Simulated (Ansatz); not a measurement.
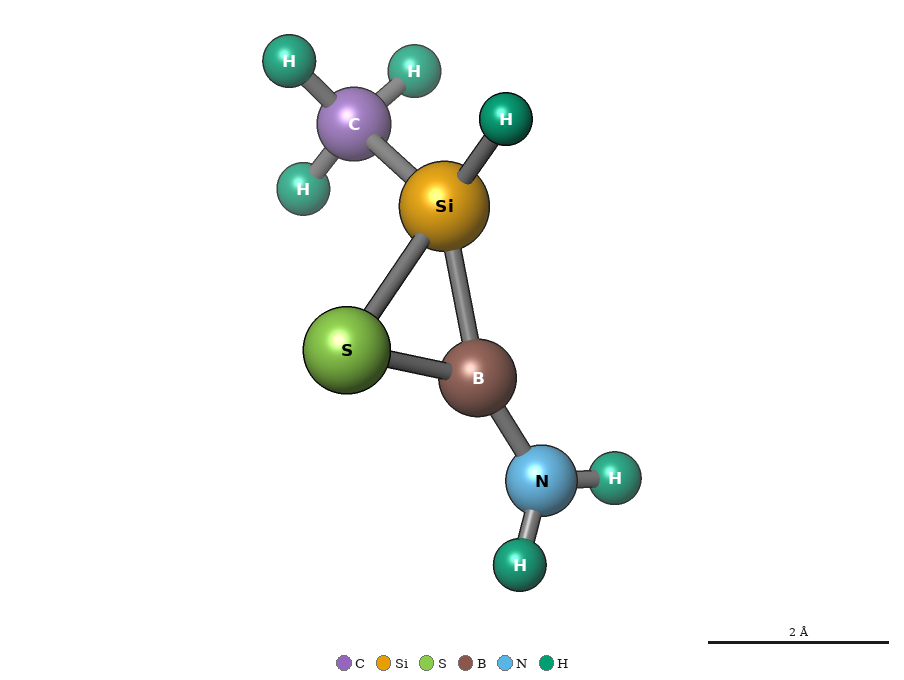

Depth is shown by fading: the farther an atom, the more it takes the colour of the background. Computed geometry: PBE-D4/def2-SVP optimisation. No frequency run is at hand to confirm it as a minimum. Masses are those of the most abundant isotopes; constants are for the rigid equilibrium geometry.

### What kind of rotor is it, and what are its rotational constants in MHz?

An asymmetric top (C1): A = 4581, B = 2175, C = 1676 MHz. Ray's parameter κ is −0.66, nearer the prolate limit.
